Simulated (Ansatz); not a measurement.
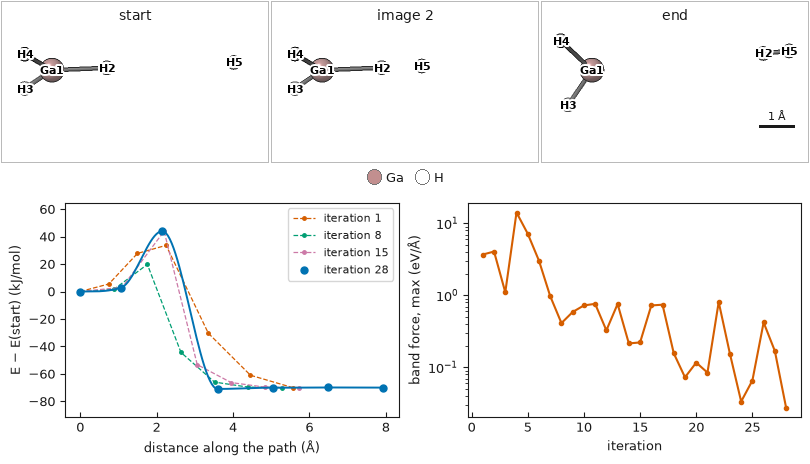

NEB run on GaH$_{4}$ (multiplicity 2), made up at the start of GaH3 and H. Images are numbered from 0 (start) to 6 (end). The plot follows the band through its iterations. A ball-and-stick model, seen from a free direction.

The calculation used UHF/def2-SVP in Ansatz.

The input:
```yaml
crystal:
  periodic: [false, false, false]
  atoms:
    - { symbol: Ga, position_ang: [0.00012, 0.000206, -0.43904] }
    - { symbol: H, position_ang: [0.00033, -0.000193, 1.134682] }
    - { symbol: H, position_ang: [1.365183, -3.8e-05, -1.224291] }
    - { symbol: H, position_ang: [-1.365171, -3.8e-05, -1.223889] }
    - { symbol: H, position_ang: [-0.000463, 6.4e-05, 4.782538] }
magnetization:
  spin_polarized: true
  initial_magnetization: 1
basis:
  gaussian: { orbitals: def2-SVP }
hamiltonian:
  xc: hf
neb:
  order_check: false
  images: 5
  f_tol: 0.03
  max_iterations: 60
  final_atoms:
    - { symbol: Ga, position_ang: [0.00012772, 1.621e-05, -1.202885] }
    - { symbol: H, position_ang: [-0.00043752, -3.46e-05, 3.73921398] }
    - { symbol: H, position_ang: [1.37674967, 4.806e-05, -1.99627583] }
    - { symbol: H, position_ang: [-1.37651233, 4.8e-05, -1.99624417] }
    - { symbol: H, position_ang: [7.146e-05, -7.667e-05, 4.48619101] }
  initial_path:
    images:
      - { positions_ang: [[0.00012, 0.000206, -0.43904], [0.00033, -0.000193, 1.134682], [1.365183, -3.8e-05, -1.224291], [-1.365171, -3.8e-05, -1.223889], [-0.000463, 6.4e-05, 4.782538]] }
      - { positions_ang: [[8.15e-05, 0.00013889, -0.29269333], [0.00021679, -0.00013159, 1.36312133], [1.36332553, -2.184e-05, -1.07785715], [-1.36331047, -2.184e-05, -1.07759619], [-0.00031436, 3.737e-05, 4.11502533]] }
      - { positions_ang: [[4.3e-05, 7.179e-05, -0.14634667], [0.00010358, -7.019e-05, 1.59156067], [1.36146807, -5.67e-06, -0.93142329], [-1.36144993, -5.67e-06, -0.93130337], [-0.00016572, 1.074e-05, 3.44751267]] }
      - { positions_ang: [[4.51e-06, 4.68e-06, 0.0], [-9.63e-06, -8.78e-06, 1.82], [1.3596106, 1.049e-05, -0.78498944], [-1.3595894, 1.049e-05, -0.78501056], [-1.708e-05, -1.589e-05, 2.78]] }
      - { positions_ang: [[4.558e-05, 8.53e-06, -0.40096167], [-0.00015226, -1.739e-05, 2.45973799], [1.36532363, 2.301e-05, -1.18875157], [-1.36523038, 2.3e-05, -1.1887551], [1.243e-05, -3.615e-05, 3.34873034]] }
      - { positions_ang: [[8.665e-05, 1.237e-05, -0.80192333], [-0.00029489, -2.6e-05, 3.09947599], [1.37103665, 3.554e-05, -1.5925137], [-1.37087135, 3.55e-05, -1.59249963], [4.195e-05, -5.641e-05, 3.91746067]] }
      - { positions_ang: [[0.00012772, 1.621e-05, -1.202885], [-0.00043752, -3.46e-05, 3.73921398], [1.37674967, 4.806e-05, -1.99627583], [-1.37651233, 4.8e-05, -1.99624417], [7.146e-05, -7.667e-05, 4.48619101]] }
```

Run as
```bash
ansatz run input.yaml --threads 1 --pin off --max-ram 2048MiB --backend cpu --events-out ev --progress --plain --runs-dir out
```

### How did the profile develop, and is the result final?

The result is final at these settings. The band converged in 28 iterations. The largest component of the band force went from 3.7 to 0.028 eV/Å. The climbing image converged on the top of the path. Its vibrational analysis gives one imaginary mode (1730i cm⁻¹), as a transition state must have. The first iteration put the highest image at 33.6 kJ/mol. Forward barrier 44.0 kJ/mol, backward barrier 114.0 kJ/mol, with image 2 at the top; the reaction energy is −70.0 kJ/mol. Image 3 lies below both ends, at −70.9 kJ/mol, which points to an intermediate minimum that so few images don't resolve.

Limits of the set-up: the start holds two separate molecules, 3.6 Å apart at their closest, whose relative position is a soft coordinate and is computed without a dispersion correction; Hartree-Fock leaves out electron correlation.

The run took 2.2 min on 1 thread of Arm Neoverse N1, on a shared host, peak memory 0.1 GiB.
